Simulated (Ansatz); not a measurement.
# Calculations on Ca₂₆LaO₂₇ and related structures

Part 1: Relaxation

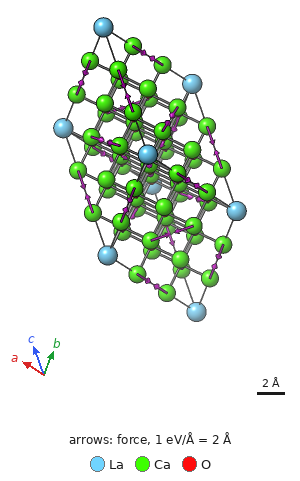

Starting geometry of a defect cell of composition Ca$_{26}$LaO$_{27}$ (cell charge +1) with the computed forces as purple arrows. Style: ball-and-stick. Shown: the cell of the calculation, from a free direction.

Level of theory: DFT, PBE, plane-wave PAW, default files, scalar-relativistic (Ansatz). Set-up: plane-wave cutoff 420 eV; k-point mesh 2 × 2 × 2; occupations fermi dirac; smearing width 0.01 eV; no spin polarisation; atoms relaxed in a fixed cell; force threshold 0.03 eV/Å; at most 40 steps.

Question: Is this structure relaxed? If not, where do the atoms go?

Answer: It isn't relaxed: the largest force vector, on Ca atoms, is 0.80 eV/Å. The atoms end up moving mostly along the starting forces (cosine between the two patterns 0.96). The largest moves, 0.049 Å, are those of Ca atoms. By element the largest moves are Ca 0.049 Å, O 0.009 Å. La stays in place. The cell stays as it was. Some distances before and after: Ca–Ca 3.403 → 3.306 Å, Ca–Ca 3.403 → 3.452 Å, Ca–La 3.403 → 3.452 Å, Ca–O 2.406 → 2.441 Å. Bond angles that change, for instance: O–Ca–O 180.0° → 177.4°. After 2 accepted moves (3 points after the start) the energy has fallen by 0.252 eV per cell of the calculation. The largest force component goes from 0.57 to 0.026 eV/Å. The line search rejected the trial step at point 1 of the run. The run took 87 s on 1 thread of Intel(R) Xeon(R) 6975P-C (Granite Rapids), on a shared host, peak memory 1.8 GiB.

Limits of the set-up: the cell is charged, on a uniform background, and energies carry no finite-size correction.

Part 2: Relaxation

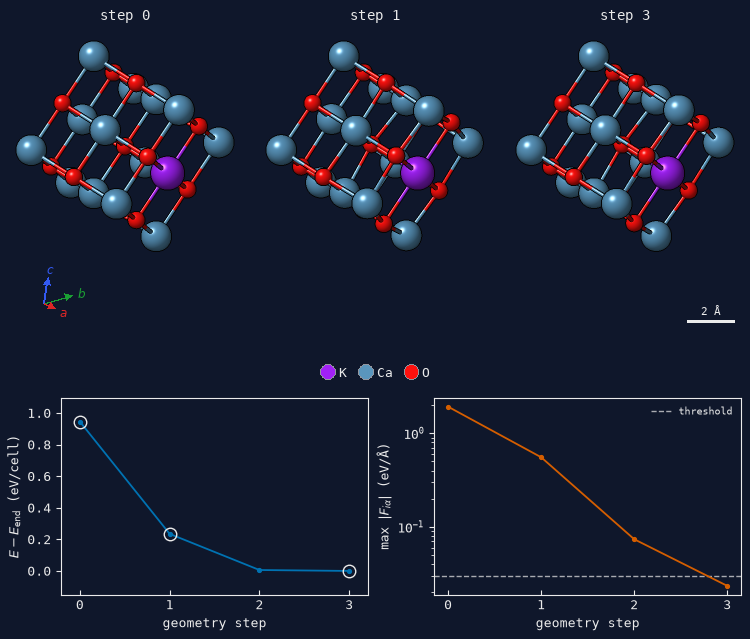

Frames of a relaxation of a defect cell of composition KCa$_{26}$O$_{27}$ (cell charge −1), marked on the history of the run. The picture is a ball-and-stick view of the atoms within 4.2 Å of the atom that moves most (axes of the cell of the calculation (origin shifted)), seen slightly off an axis.

Level of theory: DFT, PBE, plane-wave PAW, default files, scalar-relativistic in Ansatz 0.2.0. Settings: plane-wave cutoff 420 eV; k-point mesh 2 × 2 × 2; occupations fermi dirac; smearing width 0.01 eV; no spin polarisation; atoms relaxed in a fixed cell; force threshold 0.03 eV/Å; at most 40 steps.

Describe the path.

The largest moves, 0.16 Å, are those of O atoms. Largest moves by element: O 0.16 Å, Ca 0.01 Å. K stays in place. The cell doesn't change. Some distances before and after: K–O 2.406 → 2.564 Å, Ca–O 2.407 → 2.260 Å, Ca–Ca 3.403 → 3.432 Å, Ca–K 3.403 → 3.389 Å. Bond angles that change, for instance: Ca–O–Ca 180.0° → 172.0°, K–O–Ca 90.0° → 86.0°, Ca–O–Ca 90.0° → 94.0°. Over 3 geometry steps the energy falls by 0.946 eV per cell of the calculation. Largest force component: 1.9 eV/Å at the start, 0.024 eV/Å at the end. From step 0 to 1: O atoms move most (0.20 Å), energy −0.711 eV per cell of the calculation. From step 1 to 3: O atoms move most (0.04 Å), energy −0.235 eV per cell of the calculation.

```csv
step,"E − E(0), meV/atom","largest force component, eV/Å"
0,0.00,1.9182
1,-13.17,0.5539
2,-17.41,0.0739
3,-17.52,0.0235
```

Limits of the set-up: the cell is charged, on a uniform background, and energies carry no finite-size correction.

Part 3: Defect

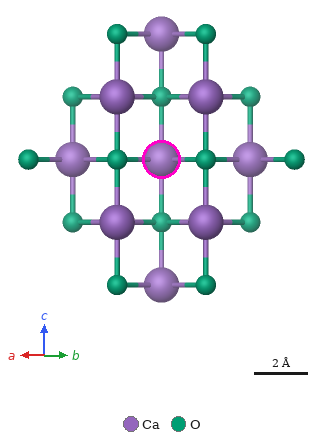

Perfect CaO. A ball-and-stick model of the atoms within 5.4 Å of one point, in a slice 5.0 Å thick across the line of sight, seen along [110].

These are results of DFT, PBE, plane-wave PAW, default files, scalar-relativistic (Ansatz), not measurements. Set-up: plane-wave cutoff 420 eV; k-point mesh 2 × 2 × 2; occupations fermi dirac; smearing width 0.01 eV; no spin polarisation. A uniform background neutralises the charged cell. The axes drawn are those of the host's conventional cell.

A calcium atom is replaced by lanthanum at the ringed place, in charge state +1. The supercell has 54 sites, and the atoms are relaxed at the host's cell.

Predict the relaxed surroundings of the defect.

In the host the Ca atom has 6 O at 2.41 Å; the La atom ends with 6 O at 2.42 Å. Of the host's atoms, a calcium atom moves furthest from its site, by 0.05 Å. Relaxing the atoms from the host's sites lowers the energy by 0.25 eV.

The relaxed defect, seen from the same direction:

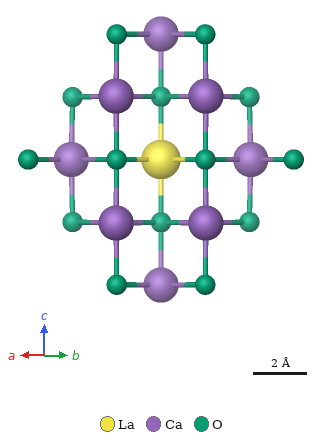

Limits of the set-up: the cell is charged, on a uniform background, and energies carry no finite-size correction.
